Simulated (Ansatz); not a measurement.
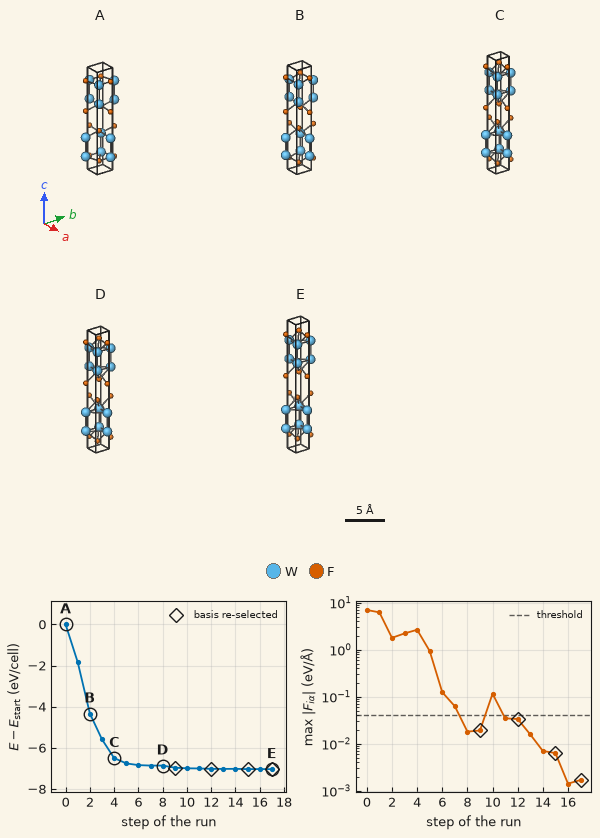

Frames of a relaxation of a crystal of WF (a generated structure, set up in P6_3/mmc) (coarse preliminary run), marked on the history of the run. A ball-and-stick model of the cell of the calculation, seen slightly off an axis.

These are results of Ansatz, DFT PBE, scalar-relativistic, plane waves, PAW, not measurements. Set-up: plane-wave cutoff 420 eV; k-point mesh 6 × 6 × 2; occupations gaussian; smearing width 0.1 eV; no spin polarisation; cell and atoms relaxed; force threshold 0.04 eV/Å; at most 70 steps.

> What happens along the run?

After 13 accepted moves (17 points after the start) the energy has fallen by 7.035 eV per cell of the calculation. The largest force component goes from 7 to 0.0017 eV/Å. Pressure: 1.40 GPa at the start and 0.02 GPa at the end. At 4 points the geometry stayed and the basis and grid were re-selected for the new cell (energy shift of 0.101 eV per cell of the calculation at most each time). The largest moves relative to the cell, 0.34 Å, are those of W atoms. Largest moves by element: W 0.34 Å, F 0.24 Å. The volume changes by −7.5 %, with a = b 3.293 → 2.829 Å (−14.1 %), c 13.767 → 17.247 Å (+25.3 %). Some distances before and after: W–W 3.293 → 2.829 Å, F–W 2.047 → 2.232 Å, W–W 2.561 → 2.533 Å. Among the angles between lasting bonds that change: F–W–F 107.1° → 78.6°, W–F–W 107.1° → 78.6°, W–W–F 111.7° → 133.0°. The space group stays P6_3/mmc (No. 194). The run took 95 s on 1 thread of Arm Neoverse V2, with other jobs on the host, peak memory 0.41 GiB. From step 0 to 2: F atoms move most (0.24 Å), volume −6.4 %, energy −4.331 eV per cell of the calculation. From step 2 to 4: F atoms move most (0.25 Å), volume −11.7 %, energy −2.165 eV per cell of the calculation. From step 4 to 8: F atoms move most (0.12 Å), volume +3.7 %, energy −0.365 eV per cell of the calculation. From step 8 to 17: F atoms move most (0.21 Å), volume +7.9 %, energy −0.174 eV per cell of the calculation.
